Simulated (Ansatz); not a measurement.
Nudged elastic band of CH₆OSn

System: CH₆OSn.
Method: RKS SPW92 (LDA)/def2-SVPD (Ansatz 0.2.0).

The run did not end well.

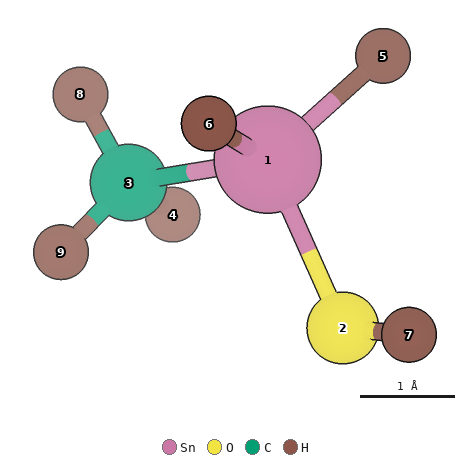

Fig. 1: The starting structure (ball-and-stick view, seen at a tilt; atoms are numbered from 1 in the order of the input). Sticks mark near contacts.

### Input file
```yaml
crystal:
  periodic: [false, false, false]
  atoms:
    - {symbol: Sn, position_ang: [-0.040849, 0.330719, 0.697691]}
    - {symbol: O, position_ang: [1.825094, 0.761055, 0.217025]}
    - {symbol: C, position_ang: [-0.712488, -0.750937, -1.001628]}
    - {symbol: H, position_ang: [-0.599183, -0.128827, -1.889258]}
    - {symbol: H, position_ang: [-0.877834, 1.805023, 0.952952]}
    - {symbol: H, position_ang: [-0.017195, -0.594049, 2.141136]}
    - {symbol: H, position_ang: [2.292184, 1.259973, 0.889830]}
    - {symbol: H, position_ang: [-1.760154, -1.031599, -0.890586]}
    - {symbol: H, position_ang: [-0.109576, -1.651359, -1.117159]}
basis:
  gaussian: {orbitals: def2-SVPD}
hamiltonian: {xc: lda}
neb:
  images: 4
  climbing: false
  max_iterations: 25
  initial_path: idpp
  optimiser: lbfgs
  final_atoms:
    - {symbol: Sn, position_ang: [-0.647745, 0.034134, 0.912329]}
    - {symbol: O, position_ang: [1.420287, 1.060688, -0.222562]}
    - {symbol: C, position_ang: [-0.915494, -0.876387, -0.819769]}
    - {symbol: H, position_ang: [1.091806, 0.478594, -0.934729]}
    - {symbol: H, position_ang: [-1.209098, 1.593055, 1.285934]}
    - {symbol: H, position_ang: [0.331069, -0.597526, 2.156235]}
    - {symbol: H, position_ang: [2.307120, 0.757240, -0.001789]}
    - {symbol: H, position_ang: [-1.691768, -0.515875, -1.485235]}
    - {symbol: H, position_ang: [-0.686178, -1.933924, -0.890412]}
```

Run on 4 threads of Arm Neoverse V2, 23 GiB of memory available, shared host.

Launched with:
```bash
ansatz run in.yaml --threads 4 --pin off --events-out ev --progress --plain --max-ram 9574MiB
```

### The program's output
```
Functional definition: SPW92
  name "SPW92"
  cite "Dirac, Proc. Camb. Phil. Soc. 26, 376 (1930) doi:10.1017/S0305004100016108"
  cite "Slater, Phys. Rev. 81, 385 (1951) doi:10.1103/PhysRev.81.385"
  cite "Perdew & Wang, Phys. Rev. B 45, 13244 (1992) doi:10.1103/PhysRevB.45.13244"
  exchange = slater_x
  correlation = pw_c
1091 factors; their error is unknown
mean field evaluation 1: about -8961.1499 eV, gradient 8.4e1 eV
mean field evaluation 2: about -8867.9617 eV, gradient 2.0e2 eV
mean field evaluation 4: about -8974.6836 eV, gradient 2.2e1 eV
mean field evaluation 8: about -8975.8086 eV, gradient 9.9e-2 eV
mean field evaluation 16: about -8975.7768 eV, gradient 4.3e-5 eV
mean field -8975.77681773 eV, -329.8537140514 hartree, gradient 4.3e-5 eV, S^2 0.000000; 0 other end points of the search recorded, 0 dependent functions left out
the calculation of the forces begins
reference -8975.77686365 eV, -329.8537157392 hartree; 21, 21 occupied and 102, 102 virtual orbitals, 1091 factors
1091 factors; their error is unknown
mean field evaluation 32: about -8973.7986 eV, gradient 4.7e-4 eV
mean field -8973.79855649 eV, -329.7810142920 hartree, gradient 1.7e-5 eV, S^2 0.000000; 0 other end points of the search recorded, 0 dependent functions left out
[... from here on the field's lines of each further geometry are left out, up to the last ...]
WARN: NEB end point (image 0): max|allowed force component| = 6.430e-1 eV/Å (the criterion of neb.relax_end_points is 1.000e-2). That is over neb.f_tol: it is no minimum, so the barrier can be far off. Relax it first
WARN: NEB end point (image 5): max|allowed force component| = 7.052e-1 eV/Å (the criterion of neb.relax_end_points is 1.000e-2). That is over neb.f_tol: it is no minimum, so the barrier can be far off. Relax it first
NEB iter   1: max|band force component| = 3.207e0 eV/Å  barrier→ = 3.4676 eV  barrier← = 1.4893 eV  Δτ_max = 0.0572 Å  (171 SCF iters)
NEB iter   2: max|band force component| = 2.629e0 eV/Å  barrier→ = 3.0564 eV  barrier← = 1.0781 eV  Δτ_max = 0.2000 Å  (126 SCF iters)
NEB iter   3: max|band force component| = 8.235e0 eV/Å  barrier→ = 2.6462 eV  barrier← = 0.6679 eV  Δτ_max = 0.1665 Å  (141 SCF iters)
NEB iter   4: max|band force component| = 2.837e0 eV/Å  barrier→ = 2.4707 eV  barrier← = 0.4924 eV  Δτ_max = 0.0256 Å  (126 SCF iters)
NEB iter   5: max|band force component| = 1.705e0 eV/Å  barrier→ = 2.4170 eV  barrier← = 0.4387 eV  Δτ_max = 0.1425 Å  (122 SCF iters)
NEB iter   6: max|band force component| = 3.566e0 eV/Å  barrier→ = 2.1995 eV  barrier← = 0.2213 eV  Δτ_max = 0.0675 Å  (121 SCF iters)
NEB iter   7: max|band force component| = 7.950e-1 eV/Å  barrier→ = 2.1659 eV  barrier← = 0.1877 eV  Δτ_max = 0.0113 Å  (118 SCF iters)
NEB iter   8: max|band force component| = 5.986e-1 eV/Å  barrier→ = 2.1403 eV  barrier← = 0.1620 eV  Δτ_max = 0.1231 Å  (121 SCF iters)
NEB iter   9: max|band force component| = 8.762e-1 eV/Å  barrier→ = 1.9812 eV  barrier← = 0.0029 eV  Δτ_max = 0.0178 Å  (119 SCF iters)
NEB iter  10: max|band force component| = 3.632e-1 eV/Å  barrier→ = 1.9783 eV  barrier← = 0.0000 eV  Δτ_max = 0.0075 Å  (121 SCF iters)
NEB iter  11: max|band force component| = 2.920e-1 eV/Å  barrier→ = 1.9783 eV  barrier← = 0.0000 eV  Δτ_max = 0.0272 Å  (124 SCF iters)
NEB iter  12: max|band force component| = 3.701e-1 eV/Å  barrier→ = 1.9783 eV  barrier← = 0.0000 eV  Δτ_max = 0.0059 Å  (121 SCF iters)
NEB iter  13: max|band force component| = 2.550e-1 eV/Å  barrier→ = 1.9783 eV  barrier← = 0.0000 eV  Δτ_max = 0.0111 Å  (124 SCF iters)
NEB iter  14: max|band force component| = 2.785e-1 eV/Å  barrier→ = 1.9783 eV  barrier← = 0.0000 eV  Δτ_max = 0.0045 Å  (122 SCF iters)
NEB iter  15: max|band force component| = 2.110e-1 eV/Å  barrier→ = 1.9783 eV  barrier← = 0.0000 eV  Δτ_max = 0.0146 Å  (123 SCF iters)
NEB iter  16: max|band force component| = 3.667e-1 eV/Å  barrier→ = 1.9783 eV  barrier← = 0.0000 eV  Δτ_max = 0.0057 Å  (123 SCF iters)
NEB iter  17: max|band force component| = 2.425e-1 eV/Å  barrier→ = 1.9783 eV  barrier← = 0.0000 eV  Δτ_max = 0.0058 Å  (125 SCF iters)
NEB iter  18: max|band force component| = 2.890e-1 eV/Å  barrier→ = 1.9783 eV  barrier← = 0.0000 eV  Δτ_max = 0.0046 Å  (124 SCF iters)
NEB iter  19: max|band force component| = 1.824e-1 eV/Å  barrier→ = 1.9783 eV  barrier← = 0.0000 eV  Δτ_max = 0.0092 Å  (108 SCF iters)
NEB iter  20: max|band force component| = 3.766e-1 eV/Å  barrier→ = 1.9783 eV  barrier← = 0.0000 eV  Δτ_max = 0.0058 Å  (116 SCF iters)
NEB iter  21: max|band force component| = 2.379e-1 eV/Å  barrier→ = 1.9783 eV  barrier← = 0.0000 eV  Δτ_max = 0.0039 Å  (109 SCF iters)
NEB iter  22: max|band force component| = 2.529e-1 eV/Å  barrier→ = 1.9783 eV  barrier← = 0.0000 eV  Δτ_max = 0.0041 Å  (99 SCF iters)
NEB iter  23: max|band force component| = 1.549e-1 eV/Å  barrier→ = 1.9783 eV  barrier← = 0.0000 eV  Δτ_max = 0.0082 Å  (107 SCF iters)
NEB iter  24: max|band force component| = 3.634e-1 eV/Å  barrier→ = 1.9783 eV  barrier← = 0.0000 eV  Δτ_max = 0.0056 Å  (117 SCF iters)
the calculation of the forces begins
reference -8975.21179096 eV, -329.8329497007 hartree; 21, 21 occupied and 102, 102 virtual orbitals, 1091 factors
these checks for a lower state are left out or cut short: starts, cluster_reference, orbital_swaps, neighbouring_geometries, increment
1091 factors; their error is unknown
mean field -8973.88090299 eV, -329.7840404698 hartree, gradient 1.4e-5 eV, S^2 0.000000; 0 other end points of the search recorded, 0 dependent functions left out
the calculation of the forces begins
reference -8973.88094831 eV, -329.7840421352 hartree; 21, 21 occupied and 102, 102 virtual orbitals, 1091 factors
NEB iter  25: max|band force component| = 2.179e-1 eV/Å  barrier→ = 1.9783 eV  barrier← = 0.0000 eV  Δτ_max = 0.0032 Å  (106 SCF iters)
```

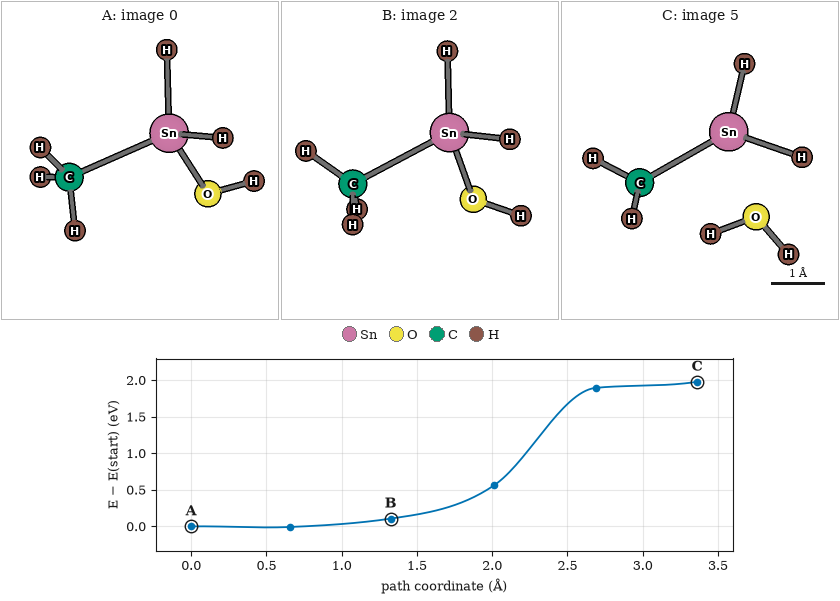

Fig. 2: Images of the last band (counted from 0; ball-and-stick, seen at a tilt) above the energy along the path; the line is a cubic interpolation that uses the forces. No image lies above both ends; the end is 1.978 eV above the start. The path is 3.36 Å long. The band had not converged after 25 iterations. The end points carry forces over 0.1 eV/Å, so they aren't fully relaxed minima and the barriers are approximate.

```
Error: NEB band did not converge after 25 iterations: max|band force component| = 2.18e-1 eV/Å (threshold 5.0e-2); raise `neb.max_iterations` in a new run, which can start from the last band evaluated (`neb.initial_path`, with `crystal.atoms` and `neb.final_atoms` set to its first and last images), add images, or start from endpoints closer to local minima. Where this run's directory can be resumed (`checkpoint.write`), a resume goes on for up to `neb.max_iterations` more; to start a new run from the last band, take its images' positions from the `neb_iteration` event of iteration 25 (`data.images[].positions_ang`), in the event stream of the run that computed that iteration (not this run's, if it was resumed behind it). With `checkpoint.write`, `steps/00-neb/state/checkpoint.json` in the run directory holds the last saved band, under `neb.evaluated.images[].positions_ang` (a band under a hybrid functional on support functions is neither saved nor resumed: `neb.initial_path` says where its path is): check the last entry of `neb.iterations` there, which is earlier than 25 if that iteration was not saved or its write failed. If the band's step has no `state` directory and holds `state.next`, a write was cut short, and the file is under `state.next` instead (behind a loss of power it can be under `state.prev`)
a run's events are kept only if it was started with --events-out <file>, and are in that file
```

### The last band as extended XYZ (Å, eV, eV/Å)
```
9
Properties=species:S:1:pos:R:3:forces:R:3 image=0 energy=-8975.77682
Sn   -0.0408    0.3307    0.6977   -0.5711  -0.2069  -0.0013
O     1.8251    0.7611    0.2170    0.1345  -0.2684  -0.6430
C    -0.7125   -0.7509   -1.0016    0.1982   0.3094   0.4852
H    -0.5992   -0.1288   -1.8893    0.0754   0.3497  -0.4645
H    -0.8778    1.8050    0.9530   -0.0546   0.1187  -0.0014
H    -0.0172   -0.5940    2.1411    0.0164  -0.0829   0.0992
H     2.2922    1.2600    0.8898    0.4101   0.3887   0.4914
H    -1.7602   -1.0316   -0.8906   -0.5506  -0.1355   0.0816
H    -0.1096   -1.6514   -1.1172    0.3417  -0.4728  -0.0472
9
Properties=species:S:1:pos:R:3:forces:R:3 image=1 energy=-8975.78493
Sn   -0.1211    0.3159    0.7766    0.0213   0.0138  -0.0264
O     1.6346    0.8901    0.0022    0.0451  -0.0002   0.0183
C    -0.6771   -0.7964   -0.9301   -0.0090  -0.0020  -0.0171
H    -0.2818   -0.1748   -1.7584   -0.0320  -0.0451  -0.0834
H    -1.0711    1.7298    1.0334    0.0007  -0.0089   0.0283
H     0.1667   -0.5317    2.2487   -0.0011  -0.0003  -0.0265
H     2.2730    1.2800    0.6224    0.0103   0.0441   0.0591
H    -1.7661   -0.9399   -1.0525   -0.0195   0.0007   0.0242
H    -0.1571   -1.7730   -0.9423   -0.0158  -0.0021   0.0234
9
Properties=species:S:1:pos:R:3:forces:R:3 image=2 energy=-8975.67027
Sn   -0.1916    0.3134    0.8441    0.0621   0.0394  -0.0437
O     1.3978    1.0222   -0.1554    0.2823   0.1010   0.1105
C    -0.6346   -0.8292   -0.8710   -0.0380  -0.0143  -0.0084
H     0.0141   -0.2313   -1.5461   -0.1103  -0.1533  -0.2447
H    -1.2236    1.6595    1.1314   -0.0052  -0.0341   0.0550
H     0.3307   -0.4496    2.2959   -0.0123   0.0026  -0.0248
H     2.2228    1.2044    0.3270   -0.0924   0.0782   0.0897
H    -1.6831   -0.8322   -1.2159   -0.0462  -0.0012   0.0255
H    -0.2325   -1.8573   -0.8100   -0.0399  -0.0183   0.0410
9
Properties=species:S:1:pos:R:3:forces:R:3 image=3 energy=-8975.21175
Sn   -0.3033    0.2793    0.9106    0.5206   0.3758  -0.0725
O     1.1656    1.1056   -0.2595   -0.0883   0.3394   0.2701
C    -0.5709   -0.8516   -0.8385    0.1657   0.0888  -0.0150
H     0.2773   -0.1621   -1.2218   -0.9848  -1.0223  -0.6111
H    -1.3010    1.6406    1.1921   -0.0980  -0.0518   0.1073
H     0.4625   -0.3582    2.3030   -0.0489  -0.0473   0.1014
H     2.1066    1.0514   -0.0442    0.2346   0.0696   0.3358
H    -1.5758   -0.7949   -1.3035    0.2180   0.1774  -0.1192
H    -0.2609   -1.9101   -0.7382    0.0810   0.0704   0.0032
9
Properties=species:S:1:pos:R:3:forces:R:3 image=4 energy=-8973.88090
Sn   -0.4754    0.1542    0.9415    0.0346   0.0469   0.0199
O     1.0843    1.0418   -0.4063   -0.0575  -0.0241  -0.0165
C    -0.6261   -0.9186   -0.7949    0.1065   0.0383  -0.0122
H     0.6361    0.2061   -1.0071   -0.1593  -0.1330   0.0533
H    -1.2933    1.6382    1.1911   -0.0591  -0.0133   0.1005
H     0.5441   -0.2778    2.2598    0.0278   0.0571   0.0308
H     2.0502    1.0155   -0.2444   -0.0394  -0.0846  -0.0737
H    -1.6389   -0.8915   -1.2483    0.1419   0.1114  -0.1288
H    -0.2810   -1.9679   -0.6915    0.0045   0.0014   0.0268
9
Properties=species:S:1:pos:R:3:forces:R:3 image=5 energy=-8973.79856
Sn   -0.5860    0.0670    0.9514    0.0932   0.0516  -0.0315
O     1.2456    1.1956   -0.4593   -0.4895   0.6042   0.3376
C    -0.8390   -1.0823   -0.6348    0.2386   0.3860   0.2406
H     0.9539    0.4909   -1.0695   -0.3545  -0.5916  -0.4175
H    -1.3286    1.5767    1.1841   -0.0624   0.1223  -0.0126
H     0.5480   -0.2725    2.1775    0.0955  -0.0448   0.0792
H     2.1778    1.0376   -0.2770    0.7052  -0.0874   0.1780
H    -1.6985   -0.9105   -1.2729   -0.4967   0.1519  -0.3969
H    -0.4732   -2.1025   -0.5994    0.2707  -0.5922   0.0231
```

### What the run reported

```json
{"quantity": "outcome", "value": "not converged"}
{"quantity": "barrier, forward (band not converged)", "value": "1.978 eV"}
{"quantity": "barrier, backward", "value": "0.000 eV"}
{"quantity": "wall time", "value": "67 s (CPU time 4 min)"}
{"quantity": "peak memory", "value": "0.43 GiB"}
```

The run did not converge: “NEB band did not converge after 25 iterations: max|band force component| = 2.18e-1 eV/Å (threshold 5.0e-2); raise `neb.max_iterations` in a new run, which can start from the last band evaluated (`neb.initial_path`, with `crystal.atoms` and `neb.final_atoms` set to its first and last images), add images, or start from endpoints closer to local minima …” Its last values are not results.
